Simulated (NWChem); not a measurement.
**[NH2]− (SMILES [NH2-]): PBE0/def2-SVP**

Aim: the vertical ionisation energy of [NH2]− at PBE0/def2-SVP, from 2 runs. 

The results are computed with NWChem 7.3.0.

## (1) The system as given

[NH2]−: 3 atoms, total charge -1, spin state singlet. SMILES: `[NH2-]`. The shape is that of a PBE0-D4/def2-TZVPD optimisation.

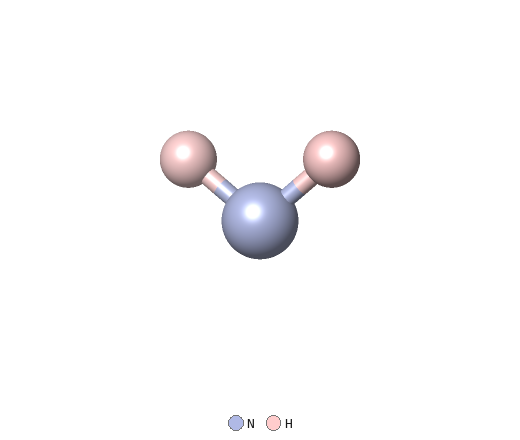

The structure, seen from a chosen angle (nitrogen light blue, hydrogen pink).

## (2) A single-point energy at PBE0/def2-SVP

The input, h2n.nw:

```
start h2n
memory stack 880 mb heap 220 mb global 1100 mb
charge -1
geometry noautosym nocenter noautoz
  N     0.342200   -0.203000    0.168700
  H     0.125500    0.801200    0.156000
  H    -0.467700   -0.598200   -0.324700
end
basis spherical bse
  * library def2-SVP
end
dft
  xc pbe0
  grid fine
  convergence energy 1e-08
  maxiter 100
  mulliken
  print low
end
task dft energy
```

The run is started by

```console
$ nwchem h2n.nw > h2n.out
```

Standard output:

```text
[...]
 d= 0,ls=0.0,diis     1    -55.6241268725 -6.32D+01  5.74D-02  8.85D-01     0.2
[...]
 d= 0,ls=0.0,diis     7    -55.7298632223 -1.55D-09  9.31D-07  1.20D-10     0.9
         Total DFT energy =      -55.729863222285
      One electron energy =      -93.796783457715
           Coulomb energy =       38.356501012317
    Exchange-Corr. energy =       -7.832433739230
 Nuclear repulsion energy =        7.542852962344
[...]
      Total Density - Mulliken Population Analysis
     ---------------------------------------------
    Atom       Charge   Shell Charges
 -----------   ------   -------------------------------------------------------
    1 N    7     7.81   1.99  0.96  0.72  2.27  1.85  0.01
    2 H    1     1.10   0.75  0.30  0.05
    3 H    1     1.10   0.75  0.30  0.05
[...]
```

Run time: 1.4 s. Hardware: 1 thread of Intel Xeon Platinum 8259CL at 2.50GHz (Skylake/Cascade Lake), shared host; peak memory 0.11 GiB.

## (3) Doublet neutral NH2, same level

The input, h2n.nw:

```
start h2n
title "H2N"
memory stack 880 mb heap 220 mb global 1100 mb
charge 0

geometry units angstroms noautosym nocenter noautoz
  N        0.342200      -0.203000       0.168700
  H        0.125500       0.801200       0.156000
  H       -0.467700      -0.598200      -0.324700
end

basis spherical bse
  * library def2-SVP
end

dft
  xc pbe0
  mult 2
  grid fine
  convergence energy 1e-08
  iterations 100
  mulliken
  print low
end

task dft energy
```

The run is started by

```console
$ nwchem h2n.nw > h2n.out
```

Standard output:

```text
[...]
 d= 0,ls=0.0,diis     1    -55.7496797169 -6.33D+01  6.31D-03  3.02D-02     0.3
[...]
 d= 0,ls=0.0,diis     8    -55.7641054975 -1.47D-09  9.53D-07  1.10D-10     1.5
[...]
         Total DFT energy =      -55.764105497504
      One electron energy =      -90.158890215635
           Coulomb energy =       34.388301824157
    Exchange-Corr. energy =       -7.536370068370
 Nuclear repulsion energy =        7.542852962344
[...]
      Total Density - Mulliken Population Analysis
     ---------------------------------------------
    Atom       Charge   Shell Charges
 -----------   ------   -------------------------------------------------------
    1 N    7     7.21   1.99  1.07  0.64  2.19  1.31  0.01
    2 H    1     0.89   0.73  0.12  0.05
    3 H    1     0.89   0.73  0.12  0.05
[...]
      <S2> =      0.7531 (Exact =     0.7500)
[...]
```

Run time: 2 s. Hardware: 1 thread of Intel Xeon Platinum 8259CL at 2.50GHz (Skylake/Cascade Lake), shared host; peak memory 0.11 GiB.

## (4) Summary of results

Level: PBE0/def2-SVP.

```
                                           quantity         value
                       singlet [NH2]−: total energy  -55.72986 Eh
                  doublet neutral NH2: total energy  -55.76411 Eh
                          doublet neutral NH2: ⟨S²⟩         0.753
vertical detachment energy (to the doublet neutral)     -0.932 eV
```

What this shows: The species is unbound against losing an electron at this level, by 0.93 eV (−89.9 kJ/mol); missing correlation or diffuse functions can give that sign where the real anion is bound. Mulliken charges (singlet [NH2]−) run from -0.81 on N1 to -0.10 on H2.
